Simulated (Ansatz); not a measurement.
## Fields on a plane of TiO2 (anatase)

```xyz
6
Lattice="-1.8889 1.8889 4.7919 1.8889 -1.8889 4.7919 1.8889 1.8889 -4.7919" Properties=species:S:1:pos:R:3 pbc="T T T"
Ti     0.0000     0.0000     4.7919
Ti     1.8889     0.0000     2.3959
O      0.0000     0.0000     2.8055
O      1.8889     0.0000     0.4095
O      1.8889     0.0000     4.3824
O      0.0000     0.0000     6.7783
```

The slice is a (001) plane (indices of the conventional cell) through the point (0.457, 0.957, 0.500) (fractional), spanned by u = [101] and v = [011] in vectors of this cell: u (3.78 Å) and v (3.78 Å, at 90° to u). It covers one period; positions are fractions (u, v).

Atoms on it: O at (0.00, 0.00). Other atoms lie within 1 Å of the plane.

Method: r2SCAN (plane waves to 500 eV, PAW, scalar-relativistic; Ansatz, a quantum-chemistry and plane-wave program). k mesh 12×12×12. Inside the PAW spheres the values are not all-electron values, and peaks at nuclei hang on which shells count as valence. TiO2 is run without spin polarisation. TiO2 was relaxed with its symmetry unable to fall.

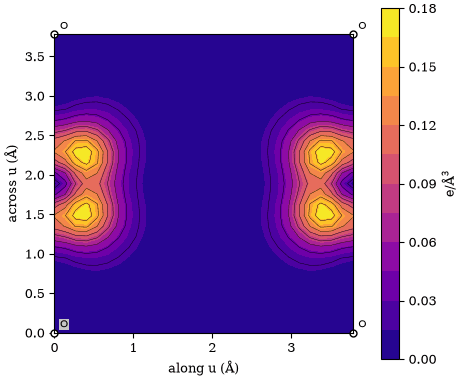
Figure. Density of the lowest conduction band (whole band as if filled, smooth part) in e/Å³, one period of the plane, atoms marked. 

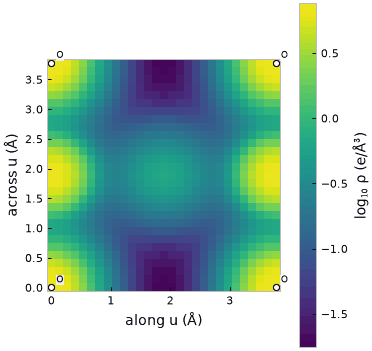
Figure. Log₁₀ of the valence density in e/Å³, one period of the plane, atoms marked. The scale is logarithmic, as a density can span decades between atoms and voids.
